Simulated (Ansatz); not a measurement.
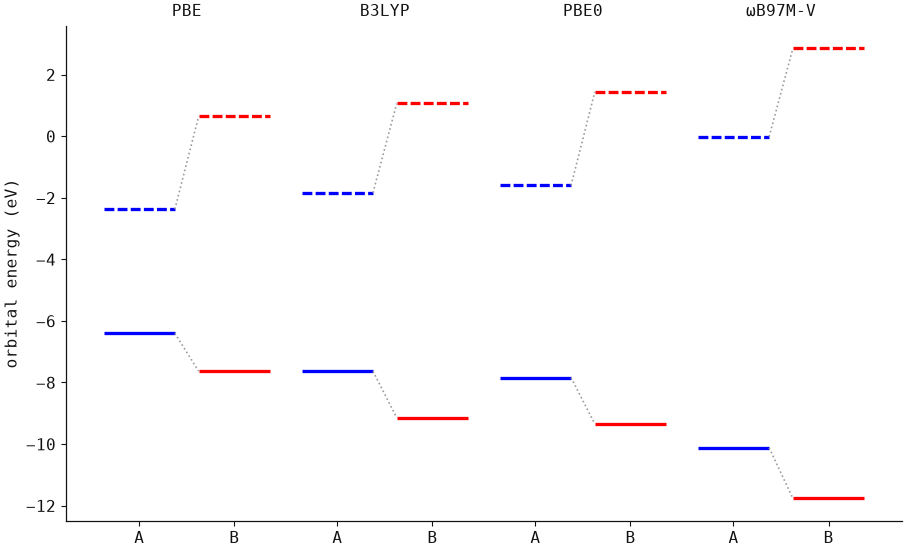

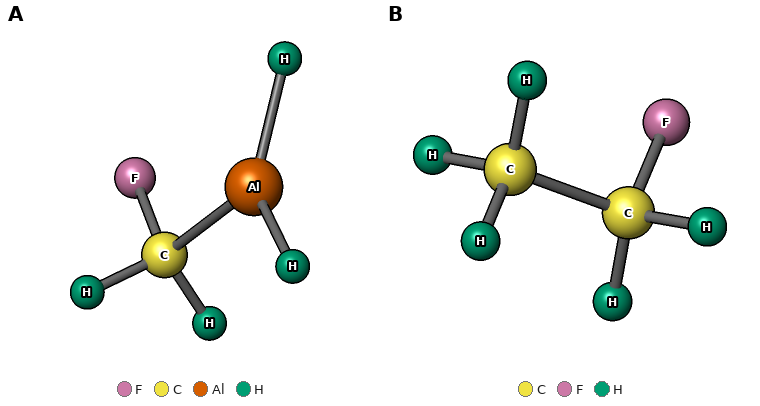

One change: A, CH₄AlF (SMILES F[CH2][AlH2]), becomes B, C₂H₅F (SMILES CCF). AlH₂ on C is replaced by CH₃. HOMO (solid) and LUMO (dashed) computed in def2-TZVPP at PBE0-D4/def2-TZVP geometries, both minima by their frequencies, gas phase, the Ansatz code 0.2.0. Empty levels above zero depend strongly on the basis.

**What does the change do to HOMO and LUMO?**

PBE: the HOMO falls by 1.23 eV, the LUMO rises by 3.02 eV, and the separation goes from 4.03 to 8.28 eV. B3LYP: the HOMO falls by 1.51 eV, the LUMO rises by 2.90 eV, and the separation goes from 5.80 to 10.21 eV. PBE0: the HOMO falls by 1.51 eV, the LUMO rises by 3.04 eV, and the separation goes from 6.24 to 10.79 eV. ωB97M-V: the HOMO falls by 1.64 eV, the LUMO rises by 2.87 eV, and the separation goes from 10.11 to 14.62 eV.

**Do the functionals agree on the effect?**

They agree on the direction for both levels; the HOMO shift lies between −1.64 and −1.23 eV and the LUMO shift between 2.87 and 3.04 eV, while the separations themselves differ by up to 6.3 eV between functionals.
